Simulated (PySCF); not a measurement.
# CH4AlNO (SMILES C1[NH][AlH][O]1): a chain of runs

Aim: a structure relaxation (HF-D3(0)/ma-def2-SVP), then vibrational wavenumbers, then a single-point energy (MP2/ma-def2-TZVP), then ionisation energies (EOM-CCSD/cc-pVDZ) of CH4AlNO. Input form: a Python script.

The results are computed with PySCF 2.14.0.

### 1 The system as given

CH4AlNO has 8 atoms, charge 0, and is taken as a singlet. SMILES: `C1[NH][AlH][O]1`. All atoms were displaced at random from a relaxed shape. The run starts from this shape.

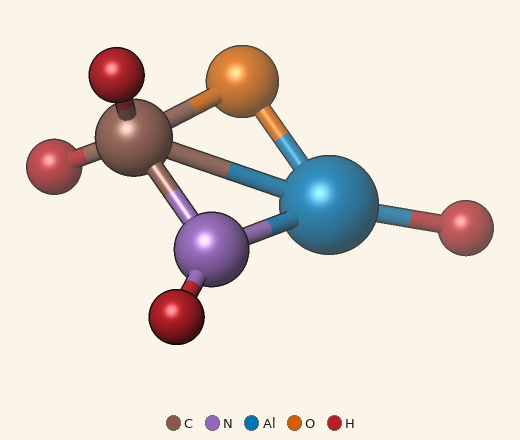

Viewed from a chosen angle; carbon brown, nitrogen purple, aluminium blue, oxygen orange, hydrogen red.

### 2 A geometry optimisation at HF-D3(0)/ma-def2-SVP (density fitting with cc-pvqz-jkfit) (run 1)

Contents of input.xyz:

```xyz
8
CH4AlNO
C     -0.237587     0.827121    -0.497383
N      0.629038     0.249399     0.595922
Al     0.045079    -1.313174     0.268789
O     -0.673615    -0.572327    -0.980486
H      0.320473     1.256878    -1.278793
H     -1.134172     1.382041    -0.062501
H      1.127676     0.828938     1.224722
H      0.128427    -2.851911     0.566554
```

Contents of run.py:

```python
from pyscf import gto
from pyscf.geomopt.geometric_solver import kernel as optimise

system = gto.Mole()
system.atom = 'input.xyz'
system.max_memory = 1860
system.spin = 0
system.verbose = 4
system.basis = 'ma-def2-svp'
system.charge = 0
system.build()

mf = system.RHF()
mf = mf.density_fit(auxbasis='cc-pvqz-jkfit')
mf.disp = 'd3zero'
converged, mol_eq = optimise(mf, maxsteps=100, convergence_set='GAU_TIGHT')
print('converged:', converged)
print(mol_eq.tostring())

mf.reset(mol_eq)
system = mol_eq
mf.kernel()
e_final = mf.e_tot
print('E(%s) = %.9f' % ('HF', e_final))
```

Command:

```bash
$ OMP_NUM_THREADS=1 python run.py
```

The program printed:

```text
PySCF version 2.14.0

[... 25 lines left out ...]
convergence_set           GAU_TIGHT
[... 88 lines left out ...]
WARN: Mole.unit (angstrom) is changed to Bohr
[... 124 lines left out ...]
converged SCF energy = -411.24515086261
[... 203 lines left out ...]
converged SCF energy = -411.248671984349
[... 199 lines left out ...]
converged SCF energy = -411.248755461917
[... 197 lines left out ...]
converged SCF energy = -411.248784165591
[... 185 lines left out ...]
converged SCF energy = -411.248787052179
[... 173 lines left out ...]
converged SCF energy = -411.248787058927
[... 67 lines left out ...]
converged SCF energy = -411.248787058916
E(HF) = -411.248787059
```

It took 59 s on 1 thread of Intel Xeon at 2.50GHz (Skylake/Cascade Lake), shared host; peak memory 0.23 GiB.

Step by step:

```csv
step,energy from the first frame kept (eV),largest force (eV/Å)
0,0.0000,5.5112
1,-0.7276,1.6367
2,-0.8094,0.6339
3,-0.8218,0.1928
4,-0.8235,0.1150
5,-0.8245,0.0879
6,-0.8250,0.0861
7,-0.8257,0.0598
8,-0.8261,0.0393
9,-0.8264,0.0585
10,-0.8265,0.0456
11,-0.8266,0.0182
12,-0.8266,0.0045
13,-0.8266,0.0012
14,-0.8266,0.0005
15,-0.8266,0.0004
16,-0.8266,0.0002
```

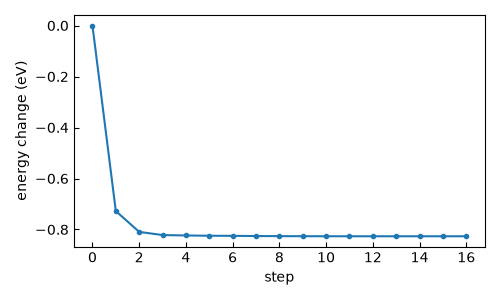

Energy along the run.

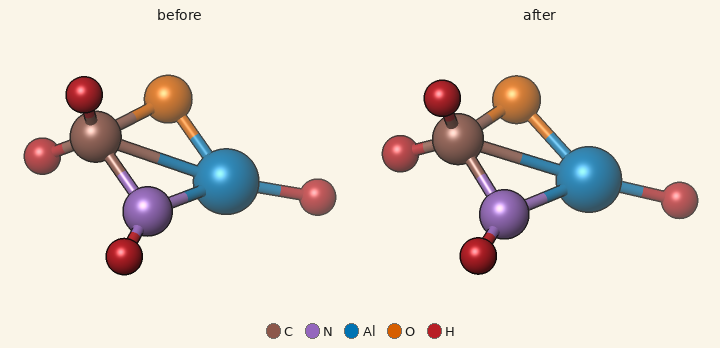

Before and after, at one scale.

After the run. Bond lengths: C1–N2 1.467 Å, N2–Al3 1.767 Å, C1–O4 1.407 Å, Al3–O4 1.735 Å, C1–H5 1.095 Å, C1–H6 1.095 Å, N2–H7 0.997 Å, Al3–H8 1.563 Å. Some angles: C1–N2–Al3 88.2°, N2–C1–O4 101.4°, N2–Al3–O4 78.9°, C1–O4–Al3 91.5°, C1–N2–H7 120.5°, Al3–N2–H7 151.3°, N2–C1–H5 112.8°, N2–C1–H6 112.8°, O4–C1–H5 110.5°, O4–C1–H6 110.5°.

### 3 Vibrational wavenumbers at HF-D3(0)/ma-def2-SVP (density fitting with cc-pvqz-jkfit) (run 2)

Contents of input.xyz:

```xyz
8

C     -0.177223     1.177622    -0.387307
N      0.650802     0.682213     0.717862
Al     0.132648    -0.954942     0.300260
O     -0.715061    -0.021185    -0.891271
H      0.407733     1.689529    -1.159182
H     -0.977853     1.845438    -0.051221
H      1.173636     1.316926     1.282393
H      0.264063    -2.465724     0.677348
```

Contents of run.py:

```python
from pyscf import gto, symm
from pyscf.hessian import thermo

system = gto.M(
    atom='input.xyz',
    max_memory=1860,
    basis='ma-def2-svp',
    charge=0,
    verbose=4,
)

mf = system.RHF()
mf = mf.density_fit(auxbasis='cc-pvqz-jkfit')
mf.disp = 'd3zero'
mf.kernel()

e_final = mf.e_tot
print('E(%s) = %.9f' % ('HF', e_final))
hess = mf.Hessian().kernel()
modes = thermo.harmonic_analysis(system, hess)
thermo.dump_normal_mode(system, modes)
symm.geom.TOLERANCE = 1e-3  # for the symmetry number
th = thermo.thermo(mf, modes['freq_au'], 200, 101325)
thermo.dump_thermo(system, th)
```

Command:

```bash
$ OMP_NUM_THREADS=1 python run.py
```

The program printed:

```text
PySCF version 2.14.0

[... 65 lines left out ...]
converged SCF energy = -411.248787058278
[... 4 lines left out ...]
WARN: DFTD3 does not support analytical Hessian, using finite difference
[... 1 line left out ...]
WARN: Mole.unit (angstrom) is changed to Bohr
[... 375 lines left out ...]
Gibbs free energy [Eh] -411.20638
```

It took 60 s on 1 thread of Intel Xeon at 2.50GHz (Skylake/Cascade Lake), shared host; peak memory 0.69 GiB.

### 4 The energy at MP2/ma-def2-TZVP (density fitting) (run 3)

Contents of calc.py:

```python
# C1[NH][AlH][O]1
from pyscf import gto, mp

mol = gto.Mole()
mol.atom = [
    ('C', (-0.246393, 0.744757, -0.468821)),
    ('N', (0.581632, 0.249348, 0.636348)),
    ('Al', (0.063478, -1.387807, 0.218746)),
    ('O', (-0.784231, -0.454050, -0.972785)),
    ('H', (0.338527, 1.256697, -1.240678)),
    ('H', (-1.047053, 1.412547, -0.132700)),
    ('H', (1.104466, 0.884061, 1.200879)),
    ('H', (0.194893, -2.898589, 0.595834)),
]
mol.max_memory = 1860
mol.verbose = 3
mol.spin = 0
mol.basis = 'ma-def2-tzvp'
mol.build()

myscf = mol.RHF()
myscf = myscf.density_fit()
myscf.kernel()

pt = mp.MP2(myscf, frozen=8).run()
e_tot = pt.e_tot
print('E(%s) = %.9f' % ('MP2', e_tot))
```

Command:

```bash
$ OMP_NUM_THREADS=1 python calc.py
```

The program printed:

```text
WARN: Even tempered Gaussians are generated as DF auxbasis for  H N O Al C

converged SCF energy = -411.540092536539
E(DFRMP2) = -412.215179173089  E_corr = -0.675086636550135
E(SCS-DFRMP2) = -412.207355053238  E_corr = -0.667262516698603
E(MP2) = -412.215179173
```

Run time: 7.2 s. Hardware: 1 thread of Intel Xeon at 2.50GHz (Skylake/Cascade Lake), shared host; peak memory 0.33 GiB.

### 5 Ionisation energies at EOM-CCSD/cc-pVDZ (root kind ip) (run 4)

Contents of run.py:

```python
import numpy
from pyscf import gto, scf, cc

molecule = gto.Mole()
molecule.atom = '''
C     -0.246393     0.744757    -0.468821
N      0.581632     0.249348     0.636348
Al     0.063478    -1.387807     0.218746
O     -0.784231    -0.454050    -0.972785
H      0.338527     1.256697    -1.240678
H     -1.047053     1.412547    -0.132700
H      1.104466     0.884061     1.200879
H      0.194893    -2.898589     0.595834
'''
molecule.basis = 'cc-pvdz'
molecule.verbose = 4
molecule.max_memory = 1860
molecule.build()

mf = scf.RHF(molecule)
mf.kernel()

mycc = cc.CCSD(mf, frozen=8)
mycc.kernel()
energy = mycc.e_tot
print(f'total energy: {energy:.8f} hartree')

e, vec = mycc.ipccsd(nroots=2)
roots = numpy.atleast_1d(e) * 27.211386
print('EOM-IP-CCSD roots (eV)')
for i, w in enumerate(roots, 1):
    print('%3d %10.4f' % (i, w))
```

Command:

```bash
$ OMP_NUM_THREADS=1 python run.py
```

The program printed:

```text
PySCF version 2.14.0

[... 62 lines left out ...]
converged SCF energy = -411.457468503495
[... 12 lines left out ...]
Init t2, MP2 energy = -412.00652102457  E_corr(MP2) -0.549052521074335
[... 14 lines left out ...]
CCSD converged
[... 1 line left out ...]
total energy: -412.03582037 hartree
[... 1 line left out ...]
******** <class 'pyscf.cc.eom_rccsd.EOMIP'> ********
max_space = 20
max_cycle = 50
conv_tol = 1e-07
partition = None
EOM-CCSD root 0 E = 0.3234179602364681  qpwt = 0.948867  conv = True
EOM-CCSD root 1 E = 0.3645169805721318  qpwt = 0.949095  conv = True
EOM-IP-CCSD roots (eV)
  1     8.8007
  2     9.9190
```

It took 18 s on 1 thread of Intel Xeon at 2.50GHz (Skylake/Cascade Lake), shared host; peak memory 0.33 GiB.

### 6 What came out

```
                                                                           quantity             value
                               run 1, HF-D3(0)/ma-def2-SVP: total energy at the end     -411.24879 Eh
                                         run 1, HF-D3(0)/ma-def2-SVP: dipole moment            2.29 D
                                           run 1, HF-D3(0)/ma-def2-SVP: HOMO energy         -10.17 eV
                                           run 1, HF-D3(0)/ma-def2-SVP: LUMO energy           0.92 eV
                                         run 1, HF-D3(0)/ma-def2-SVP: HOMO–LUMO gap          11.09 eV
                                     run 1, HF-D3(0)/ma-def2-SVP: dispersion energy      -7.32 kJ/mol
                            run 2, HF-D3(0)/ma-def2-SVP: lowest harmonic wavenumber          318 cm⁻¹
                           run 2, HF-D3(0)/ma-def2-SVP: highest harmonic wavenumber         3875 cm⁻¹
                                     run 2, HF-D3(0)/ma-def2-SVP: zero-point energy      155.0 kJ/mol
run 2, HF-D3(0)/ma-def2-SVP: ideal-gas entropy at 200 K (symmetry number 1 as used)  61.3 cal/(mol K)
                                              run 3, MP2/ma-def2-TZVP: total energy     -412.21518 Eh
                      run 3, MP2/ma-def2-TZVP: dipole moment (Hartree–Fock density)            2.12 D
                       run 3, MP2/ma-def2-TZVP: HOMO energy (Hartree–Fock orbitals)         -10.02 eV
                       run 3, MP2/ma-def2-TZVP: LUMO energy (Hartree–Fock orbitals)           0.85 eV
                     run 3, MP2/ma-def2-TZVP: HOMO–LUMO gap (Hartree–Fock orbitals)          10.87 eV
               run 3, MP2/ma-def2-TZVP: correlation energy (8 core orbitals frozen)        -675.1 mEh
                         run 4, EOM-CCSD/cc-pVDZ: ground-state or mean-field energy     -412.03582 Eh
                      run 4, EOM-CCSD/cc-pVDZ: dipole moment (Hartree–Fock density)            2.21 D
                       run 4, EOM-CCSD/cc-pVDZ: HOMO energy (Hartree–Fock orbitals)          -9.93 eV
                       run 4, EOM-CCSD/cc-pVDZ: LUMO energy (Hartree–Fock orbitals)           2.31 eV
                     run 4, EOM-CCSD/cc-pVDZ: HOMO–LUMO gap (Hartree–Fock orbitals)          12.24 eV
               run 4, EOM-CCSD/cc-pVDZ: correlation energy (8 core orbitals frozen)        -578.4 mEh
                                             run 4, EOM-CCSD/cc-pVDZ: T1 diagnostic             0.016
                                   run 4, EOM-CCSD/cc-pVDZ: first ionisation energy           8.80 eV
```

In words: The optimisation (run 1, HF-D3(0)/ma-def2-SVP) took 16 steps and changed the energy by -0.827 eV. All 18 modes (run 2, HF-D3(0)/ma-def2-SVP) are real, so the shape is a minimum at this level. Mulliken charges (run 3, MP2/ma-def2-TZVP) of the mean-field density run from -0.66 on N2 to +0.58 on Al3; they depend strongly on the basis.
